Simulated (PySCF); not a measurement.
# BH5S (B(H2S)H3) at 4 levels

Wanted: a comparison of 4 runs (PBE0/STO-6G, SVWN5/STO-6G, CCSDTQ/STO-6G, NEVPT2(2,2)/STO-6G) of BH5S (B(H2S)H3). The job is set up through a Python script.

Program for the calculation: PySCF 2.14.0.

## Step 1: The structure to begin with

The species is BH5S (7 atoms), meant as a singlet with charge 0. As SMILES, `[H]B([H])([H])<-S`. The shape is that of a GFN2-xTB optimisation.

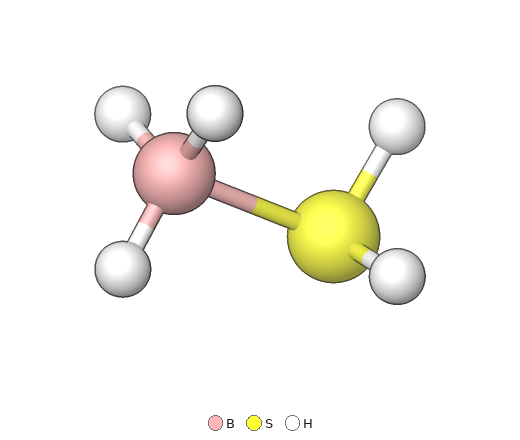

Viewed from a chosen angle; boron pink, sulfur yellow, hydrogen white.

## Step 2: The energy at PBE0/STO-6G (run 1)

The input, input.xyz:

```xyz
7

B      0.127630    -0.217240    -0.817090
S      0.134050    -0.231310     1.222430
H      0.506250     1.037510     1.415020
H     -1.154430     0.067690     1.414850
H      1.280190    -0.216980    -1.075620
H     -0.453000     0.779570    -1.081760
H     -0.440700    -1.219250    -1.077830
```

The input, run.py:

```python
from pyscf import gto, dft

mol = gto.M(
    atom='input.xyz',
    basis='sto-6g',
    verbose=4,
    max_memory=1860,
    charge=0,
)

mf = dft.RKS(mol, xc='pbe0')
mf.grids.level = 5
mf.conv_tol = 1e-10
mf.kernel()
if not mf.converged:
    mf = mf.newton().run(mf.mo_coeff, mf.mo_occ)

energy = mf.e_tot
print(f'total energy: {energy:.8f} hartree')
```

Started as:

```sh
$ OMP_NUM_THREADS=1 python run.py
```

Output:

```text
PySCF version 2.14.0

[INPUT] num. atoms = 7
[INPUT] num. electrons = 26
[INPUT] charge = 0
[INPUT] spin (= nelec alpha-beta = 2S) = 0
[INPUT] symmetry False subgroup None
[INPUT] Mole.unit = angstrom
[INPUT] Symbol           X                Y                Z      unit          X                Y                Z       unit  Magmom
[INPUT]  1 B      0.127630000000  -0.217240000000  -0.817090000000 AA    0.241185745278  -0.410524103301  -1.544076319121 Bohr   0.0
[INPUT]  2 S      0.134050000000  -0.231310000000   1.222430000000 AA    0.253317786998  -0.437112549873   2.310057906452 Bohr   0.0
[INPUT]  3 H      0.506250000000   1.037510000000   1.415020000000 AA    0.956673850561   1.960609751497   2.674000260782 Bohr   0.0
[INPUT]  4 H     -1.154430000000   0.067690000000   1.414850000000 AA   -2.181556529982   0.127915561372   2.673679007341 Bohr   0.0
[INPUT]  5 H      1.280190000000  -0.216980000000  -1.075620000000 AA    2.419208487407  -0.410032774508  -2.032627214105 Bohr   0.0
[INPUT]  6 H     -0.453000000000   0.779570000000  -1.081760000000 AA   -0.856045934428   1.473173794927  -2.044230132510 Bohr   0.0
[INPUT]  7 H     -0.440700000000  -1.219250000000  -1.077830000000 AA   -0.832802303096  -2.304048577376  -2.036803508840 Bohr   0.0

nuclear repulsion = 54.1895368309083
number of shells = 13
number of NR pGTOs = 114
number of NR cGTOs = 19
basis = sto-6g
ecp = {}

******** <class 'pyscf.dft.rks.RKS'> ********
method = RKS
initial guess = minao
damping factor = 0
level_shift factor = 0
DIIS = <class 'pyscf.scf.diis.CDIIS'>
diis_start_cycle = 1
diis_space = 8
diis_damp = 0
SCF conv_tol = 1e-10
SCF conv_tol_grad = None
SCF max_cycles = 50
direct_scf = True
direct_scf_tol = 1e-13
XC library pyscf.dft.libxc version 7.0.0
    S. Lehtola, C. Steigemann, M. J.T. Oliveira, and M. A.L. Marques.,  SoftwareX 7, 1–5 (2018)
XC functionals = pbe0
radial grids:
    Treutler-Ahlrichs [JCP 102, 346 (1995); DOI:10.1063/1.469408] (M4) radial grids

becke partition: Becke, JCP 88, 2547 (1988); DOI:10.1063/1.454033
pruning grids: <function nwchem_prune>
grids dens level: 5
symmetrized grids: False
atomic radii adjust function: <function treutler_atomic_radii_adjust>
small_rho_cutoff = 0
Set gradient conv threshold to 1e-05
Initial guess from minao.
tot grids = 203912
init E= -424.148690044882
  HOMO = -0.303172385177293  LUMO = 0.126069216340919  gap/eV = 11.68026
cycle= 1 E= -424.378219410234  delta_E= -0.23  |g|=  0.2  |ddm|= 2.69
  HOMO = -0.201874372531598  LUMO = 0.141499888005464  gap/eV = 9.34369
cycle= 2 E= -424.399204085867  delta_E= -0.021  |g|= 0.0876  |ddm|= 0.654
  HOMO = -0.237373792242995  LUMO = 0.163763165110992  gap/eV = 10.91549
cycle= 3 E= -424.402396358555  delta_E= -0.00319  |g|= 0.0153  |ddm|= 0.178
  HOMO = -0.237766502682142  LUMO = 0.169279344778682  gap/eV = 11.07628
cycle= 4 E= -424.402481178756  delta_E= -8.48e-05  |g|= 0.000821  |ddm|= 0.0243
  HOMO = -0.237829017075963  LUMO = 0.169131171801441  gap/eV = 11.07395
cycle= 5 E= -424.40248145063  delta_E= -2.72e-07  |g|= 0.000409  |ddm|= 0.00215
  HOMO = -0.237790093565331  LUMO = 0.16904873940297  gap/eV = 11.07065
cycle= 6 E= -424.402481521088  delta_E= -7.05e-08  |g|= 3.09e-05  |ddm|= 0.000758
  HOMO = -0.237779154498985  LUMO = 0.169050137045531  gap/eV = 11.07039
cycle= 7 E= -424.402481521508  delta_E= -4.21e-10  |g|= 2.23e-06  |ddm|= 5.95e-05
  HOMO = -0.2377798059816  LUMO = 0.169049923917379  gap/eV = 11.07040
cycle= 8 E= -424.402481521511  delta_E= -2.61e-12  |g|= 2.13e-07  |ddm|= 5.86e-06
  HOMO = -0.237779812851632  LUMO = 0.169050003645333  gap/eV = 11.07040
Extra cycle  E= -424.402481521511  delta_E= 2.27e-13  |g|= 1.19e-07  |ddm|= 6.08e-07
converged SCF energy = -424.402481521511
total energy: -424.40248152 hartree
```

Run time: 3.9 s. Hardware: 1 thread of Arm Neoverse V1, shared host; peak memory 0.2 GiB.

## Step 3: A single-point energy at SVWN5/STO-6G (run 2)

The input, calc.py:

```python
from pyscf import gto, dft

molecule = gto.Mole()
molecule.atom = [
    ('B', (0.127630, -0.217240, -0.817090)),
    ('S', (0.134050, -0.231310, 1.222430)),
    ('H', (0.506250, 1.037510, 1.415020)),
    ('H', (-1.154430, 0.067690, 1.414850)),
    ('H', (1.280190, -0.216980, -1.075620)),
    ('H', (-0.453000, 0.779570, -1.081760)),
    ('H', (-0.440700, -1.219250, -1.077830)),
]
molecule.charge = 0
molecule.verbose = 4
molecule.max_memory = 1860
molecule.basis = 'sto-6g'
molecule.build()

mf = dft.RKS(molecule)
mf.xc = 'svwn'
mf.conv_tol = 1e-10
mf.grids.level = 5
mf.kernel()
if not mf.converged:
    mf = mf.newton().run(mf.mo_coeff, mf.mo_occ)

etot = mf.e_tot
print('E(%s) = %.9f' % ('SVWN5', etot))
```

Started as:

```sh
$ OMP_NUM_THREADS=1 python calc.py
```

Output:

```text
PySCF version 2.14.0

[INPUT] num. atoms = 7
[INPUT] num. electrons = 26
[INPUT] charge = 0
[INPUT] spin (= nelec alpha-beta = 2S) = 0
[INPUT] symmetry False subgroup None
[INPUT] Mole.unit = angstrom
[INPUT] Symbol           X                Y                Z      unit          X                Y                Z       unit  Magmom
[INPUT]  1 B      0.127630000000  -0.217240000000  -0.817090000000 AA    0.241185745278  -0.410524103301  -1.544076319121 Bohr   0.0
[INPUT]  2 S      0.134050000000  -0.231310000000   1.222430000000 AA    0.253317786998  -0.437112549873   2.310057906452 Bohr   0.0
[INPUT]  3 H      0.506250000000   1.037510000000   1.415020000000 AA    0.956673850561   1.960609751497   2.674000260782 Bohr   0.0
[INPUT]  4 H     -1.154430000000   0.067690000000   1.414850000000 AA   -2.181556529982   0.127915561372   2.673679007341 Bohr   0.0
[INPUT]  5 H      1.280190000000  -0.216980000000  -1.075620000000 AA    2.419208487407  -0.410032774508  -2.032627214105 Bohr   0.0
[INPUT]  6 H     -0.453000000000   0.779570000000  -1.081760000000 AA   -0.856045934428   1.473173794927  -2.044230132510 Bohr   0.0
[INPUT]  7 H     -0.440700000000  -1.219250000000  -1.077830000000 AA   -0.832802303096  -2.304048577376  -2.036803508840 Bohr   0.0

nuclear repulsion = 54.1895368309083
number of shells = 13
number of NR pGTOs = 114
number of NR cGTOs = 19
basis = sto-6g
ecp = {}

******** <class 'pyscf.dft.rks.RKS'> ********
method = RKS
initial guess = minao
damping factor = 0
level_shift factor = 0
DIIS = <class 'pyscf.scf.diis.CDIIS'>
diis_start_cycle = 1
diis_space = 8
diis_damp = 0
SCF conv_tol = 1e-10
SCF conv_tol_grad = None
SCF max_cycles = 50
direct_scf = True
direct_scf_tol = 1e-13
XC library pyscf.dft.libxc version 7.0.0
    S. Lehtola, C. Steigemann, M. J.T. Oliveira, and M. A.L. Marques.,  SoftwareX 7, 1–5 (2018)
XC functionals = svwn
    P. A. M. Dirac.,  Math. Proc. Cambridge Philos. Soc. 26, 376 (1930)
    F. Bloch.,  Z. Phys. 57, 545 (1929)
    S. H. Vosko, L. Wilk, and M. Nusair.,  Can. J. Phys. 58, 1200 (1980)
radial grids:
    Treutler-Ahlrichs [JCP 102, 346 (1995); DOI:10.1063/1.469408] (M4) radial grids

becke partition: Becke, JCP 88, 2547 (1988); DOI:10.1063/1.454033
pruning grids: <function nwchem_prune>
grids dens level: 5
symmetrized grids: False
atomic radii adjust function: <function treutler_atomic_radii_adjust>
small_rho_cutoff = 0
Set gradient conv threshold to 1e-05
[... 1 set-up line as earlier in the session ...]
tot grids = 203912
init E= -422.555532472605
  HOMO = -0.287546535983232  LUMO = 0.0766584650251121  gap/eV = 9.91052
cycle= 1 E= -422.771065361201  delta_E= -0.216  |g|= 0.247  |ddm|= 2.75
  HOMO = -0.122843951553901  LUMO = 0.0887163787191896  gap/eV = 5.75685
cycle= 2 E= -422.78651103245  delta_E= -0.0154  |g|=  0.2  |ddm|= 0.983
  HOMO = -0.169166695408739  LUMO = 0.115761788997946  gap/eV = 7.75330
cycle= 3 E= -422.804876014737  delta_E= -0.0184  |g|= 0.022  |ddm|= 0.404
  HOMO = -0.171031676782866  LUMO = 0.122130914880613  gap/eV = 7.97736
cycle= 4 E= -422.805088018275  delta_E= -0.000212  |g|= 0.00213  |ddm|= 0.0482
  HOMO = -0.170902745231525  LUMO = 0.121651762918401  gap/eV = 7.96081
cycle= 5 E= -422.805089824524  delta_E= -1.81e-06  |g|= 0.00105  |ddm|= 0.00591
  HOMO = -0.17085488820142  LUMO = 0.12150156132033  gap/eV = 7.95542
cycle= 6 E= -422.805090278689  delta_E= -4.54e-07  |g|= 6.67e-05  |ddm|= 0.00188
  HOMO = -0.17084272765151  LUMO = 0.121503090922111  gap/eV = 7.95513
cycle= 7 E= -422.805090280723  delta_E= -2.03e-09  |g|= 8.22e-06  |ddm|= 0.000143
  HOMO = -0.170844295666957  LUMO = 0.121502420977132  gap/eV = 7.95516
cycle= 8 E= -422.805090280755  delta_E= -3.17e-11  |g|= 5.87e-07  |ddm|= 1.79e-05
  HOMO = -0.17084410281502  LUMO = 0.121502288486795  gap/eV = 7.95515
Extra cycle  E= -422.805090280756  delta_E= -9.09e-13  |g|= 5e-07  |ddm|= 2.29e-06
converged SCF energy = -422.805090280756
E(SVWN5) = -422.805090281
```

Run time: 3.9 s. Hardware: 1 thread of Arm Neoverse V1, shared host; peak memory 0.14 GiB.

Run 3 isn't shown in full; the table further down has it.

## Step 4: A single-point energy at NEVPT2(2,2)/STO-6G (run 4)

The input, run.py:

```python
import numpy
from pyscf import gto, scf, mp, mcscf, mrpt

mol = gto.M(
    atom='''
B    0.127630  -0.217240  -0.817090
S    0.134050  -0.231310   1.222430
H    0.506250   1.037510   1.415020
H   -1.154430   0.067690   1.414850
H    1.280190  -0.216980  -1.075620
H   -0.453000   0.779570  -1.081760
H   -0.440700  -1.219250  -1.077830
''',
    max_memory=1860,
    basis='sto-6g',
    spin=0,
    verbose=4,
)

mf = mol.RHF()
mf.conv_tol = 1e-10
mf.kernel()
if not mf.converged:
    mf = mf.newton().run(mf.mo_coeff, mf.mo_occ)

pt = mp.MP2(scf.addons.convert_to_uhf(mf)).run()
noons, natorbs = mcscf.addons.make_natural_orbitals(pt)
print('natural occupations', numpy.round(noons[:40], 4))
cas = mcscf.CASSCF(mf, 2, 2)
cas.fix_spin_(ss=0.0)
cas.natorb = True
cas.kernel(natorbs)
e_pt2 = mrpt.NEVPT(cas).kernel()
etot = cas.e_tot + e_pt2
print('E(%s) = %.9f' % ('NEVPT2', etot))
```

Started as:

```sh
$ OMP_NUM_THREADS=1 python run.py
```

Output:

```text
PySCF version 2.14.0

[... 57 lines left out ...]
converged SCF energy = -423.683457787137
[... 32 lines left out ...]
sorting_mo_energy = False
[... 22 lines left out ...]
1-step CASSCF converged in   4 macro ( 23 JK   8 micro) steps
[... 2 lines left out ...]
Natural orbital (expansion on meta-Lowdin AOs) in CAS space
[... 8 lines left out ...]
CASSCF energy = -423.693011764211
[... 2 lines left out ...]
******** <class 'pyscf.mrpt.nevpt2.NEVPT'> ********
NEVPT2 (1e+1e, 2o), ncore = 12, nvir = 5
root = 0
Natural occ [1.98506812 0.01493188]
Natural orbital (expansion on meta-Lowdin AOs) in CAS space
               #1        #2
0 B 1s           0.00000   0.00000
0 B 2s          -0.00002  -0.00004
0 B 2px          0.00167   0.01515
[... 15 lines of this table left out ...]
6 H 1s           0.02849  -0.03246
<CAS-nat-orb|mo-hf>  13     9        0.98417898
<CAS-nat-orb|mo-hf>  14     14      -0.99903333
Sr    (-1)',   E = -0.00000000111947
Si    (+1)',   E = -0.00000000005326
Sijrs (0)  ,   E = -0.05032671888522
Sijr  (+1) ,   E = -0.00085379131514
Srsi  (-1) ,   E = -0.00015238926699
Srs   (-2) ,   E = -0.00157962974600
Sij   (+2) ,   E = -0.00266541247832
Sir   (0)' ,   E = -0.01541354775059
Nevpt2 Energy = -0.070991490614981
E(NEVPT2) = -423.764003255
```

It took 1.2 s on 1 thread of Arm Neoverse V1, shared host; peak memory 0.12 GiB.

## Step 5: The series

```csv
run,level,integration grid,frozen core orbitals,energy (Eh),dipole moment (D) of the reference,HOMO energy (eV),LUMO energy (eV),wall time
1,PBE0/STO-6G,5,–,-424.402482,4.86,-6.47,4.60,3.9 s
2,SVWN5/STO-6G,5,–,-422.805090,4.96,-4.65,3.31,3.9 s
3,CCSDTQ/STO-6G,–,6,-423.790351,4.63,-10.23,10.05,22 s
4,"NEVPT2(2,2)/STO-6G",–,–,-423.764003,4.63,-10.23,10.05,1.2 s
```

## Step 6: Outcome

| quantity | value |
| --- | --- |
| run 4: total energy | -423.76400 Eh |
| run 4: dipole moment (Hartree–Fock density) | 4.63 D |
| run 4: HOMO energy (Hartree–Fock orbitals) | -10.23 eV |
| run 4: LUMO energy (Hartree–Fock orbitals) | 10.05 eV |
| run 4: HOMO–LUMO gap (Hartree–Fock orbitals) | 20.28 eV |

Totals of different functionals can't be ranked against each other. In runs 1, 2, 3, 4 the basis is minimal, so the values are rough. All runs together took 31 s, the longest 22 s.
